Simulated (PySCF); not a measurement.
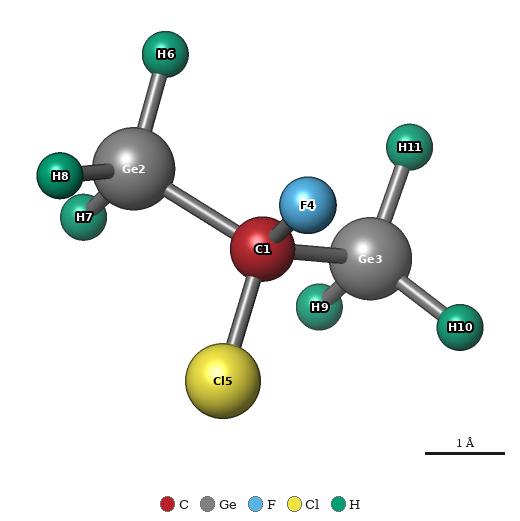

The structure as given in the input (ball-and-stick view, seen at a tilt; atoms are numbered from 1 in the order of the input). Sticks mark near contacts. Bond lengths as drawn: C–Cl 1.81 Å, C–F 1.37 Å, C–Ge 1.99 Å and Ge–H 1.53 to 1.54 Å.

# Core-level calculation, with input and output: CH6ClFGe2

CH6ClFGe2, computed with delta-SCF UKS SCAN, pcX-2 on the ionised atom, pcseg-1 elsewhere, spin-free X2C (PySCF 2.14.0).

Figures and captions count atoms from 1; the log counts them from 0 in places.

Output
```
ground state, core basis on atom 0 (C), 161 functions
  cycle   1  E = -4790.94907500  |g| = 4.43e-01
  cycle   2  E = -4790.87210786  |g| = 7.86e-01
  cycle   3  E = -4790.98292738  |g| = 1.03e-01
  cycle   4  E = -4790.98495217  |g| = 3.39e-02
  cycle   5  E = -4790.98528075  |g| = 9.93e-03
  cycle   6  E = -4790.98529359  |g| = 4.71e-03
  cycle   7  E = -4790.98530343  |g| = 1.02e-03
  cycle   8  E = -4790.98530097  |g| = 1.89e-04
  E(ground) = -4791.24838337 Eh
hole in C 1s of atom 0
  cycle   1  E = -4779.59579347  |g| = 1.52e+00
  cycle   2  E = -4775.51715177  |g| = 3.04e+00
  cycle   3  E = -4779.86239480  |g| = 8.71e-01
  cycle   4  E = -4780.06905736  |g| = 6.01e-01
  cycle   5  E = -4780.19086439  |g| = 1.43e-01
  cycle   6  E = -4780.19870540  |g| = 2.97e-02
  cycle   7  E = -4780.19914514  |g| = 1.27e-02
  cycle   8  E = -4780.19925799  |g| = 4.05e-03
  cycle   9  E = -4780.19927674  |g| = 2.07e-03
  cycle  10  E = -4780.19928047  |g| = 7.63e-04
  cycle  11  E = -4780.19928176  |g| = 2.80e-04
  E(ion) = -4780.46012773 Eh   <S^2> = 0.7847   hole on atom = 1.000   binding energy = 293.563 eV
ground state, core basis on atom 3 (F), 161 functions
  cycle   1  E = -4791.02206590  |g| = 1.19e-01
  cycle   2  E = -4791.02144427  |g| = 7.75e-02
  cycle   3  E = -4791.02155187  |g| = 7.33e-02
  cycle   4  E = -4791.02231911  |g| = 2.50e-03
  cycle   5  E = -4791.02232437  |g| = 5.71e-04
  cycle   6  E = -4791.02232338  |g| = 2.66e-04
  E(ground) = -4791.28884845 Eh
hole in F 1s of atom 3
  cycle   1  E = -4764.64740536  |g| = 2.59e+00
  cycle   2  E = -4764.06938488  |g| = 2.39e+00
  cycle   3  E = -4765.22772687  |g| = 7.61e-01
  cycle   4  E = -4765.36268107  |g| = 6.19e-01
  cycle   5  E = -4765.55986980  |g| = 5.62e-02
  cycle   6  E = -4765.56092209  |g| = 3.08e-02
  cycle   7  E = -4765.56154757  |g| = 3.17e-03
  cycle   8  E = -4765.56155206  |g| = 1.48e-03
  cycle   9  E = -4765.56155241  |g| = 4.86e-04
  E(ion) = -4765.83232267 Eh   <S^2> = 0.7576   hole on atom = 1.000   binding energy = 692.707 eV
ground state, core basis on atom 4 (Cl), 172 functions
  cycle   1  E = -4791.16058429  |g| = 4.90e-01
  cycle   2  E = -4791.15885282  |g| = 1.35e-01
  cycle   3  E = -4791.15409105  |g| = 2.12e-01
  cycle   4  E = -4791.16158095  |g| = 1.18e-02
  cycle   5  E = -4791.16159993  |g| = 3.34e-03
  cycle   6  E = -4791.16160277  |g| = 1.43e-03
  cycle   7  E = -4791.16160724  |g| = 2.06e-04
  E(ground) = -4791.41200936 Eh
hole in Cl 2p of atom 4
  cycle   1  E = -4783.08773164  |g| = 1.71e+00
  cycle   2  E = -4782.88300311  |g| = 1.41e+00
  cycle   3  E = -4783.43866749  |g| = 4.97e-01
  cycle   4  E = -4783.53967059  |g| = 2.56e-01
  cycle   5  E = -4783.55934057  |g| = 8.12e-02
  cycle   6  E = -4783.56273386  |g| = 1.31e-02
  cycle   7  E = -4783.56284385  |g| = 3.68e-03
  cycle   8  E = -4783.56285355  |g| = 9.57e-04
  cycle   9  E = -4783.56285224  |g| = 3.78e-04
  E(ion) = -4783.82053426 Eh   <S^2> = 0.7523   hole on atom = 1.001   binding energy = 206.575 eV
  2p3/2 = 205.978 eV   2p1/2 = 207.632 eV
```

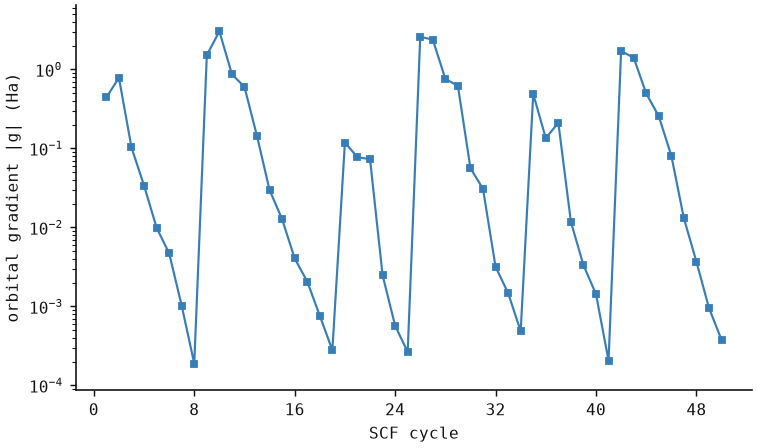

Convergence of the self-consistent field: orbital gradient |g| against the SCF cycle. All cycles printed in the log are drawn one after another.

The run was set up as follows.

Input file
```
{"job": {"kind": "xps", "holes": 5}, "charge": 0, "multiplicity": 1}
C     -0.230229    -0.679524    -0.125837
Ge    -1.318302     0.618220     0.911493
Ge     1.563355    -0.069379    -0.721661
F     -0.071550    -1.812922     0.632273
Cl    -1.171393    -1.110780    -1.604541
H     -0.567015     0.934638     2.216627
H     -1.483830     1.890250     0.067524
H     -2.673949    -0.034079     1.209192
H      1.384052     1.204102    -1.560457
H      2.194365    -1.197117    -1.547370
H      2.406055     0.227630     0.531193
```

The first line tells a small driver script what to run in PySCF; the rest is the geometry in Å.

Command:
```bash
OMP_NUM_THREADS=1 python <driver script> task.json out
```

Results in brief

```csv
quantity,value
outcome,converged
hardware,"1 CPU thread, shared host"
wall time,25 s
peak memory,0.56 GiB
```
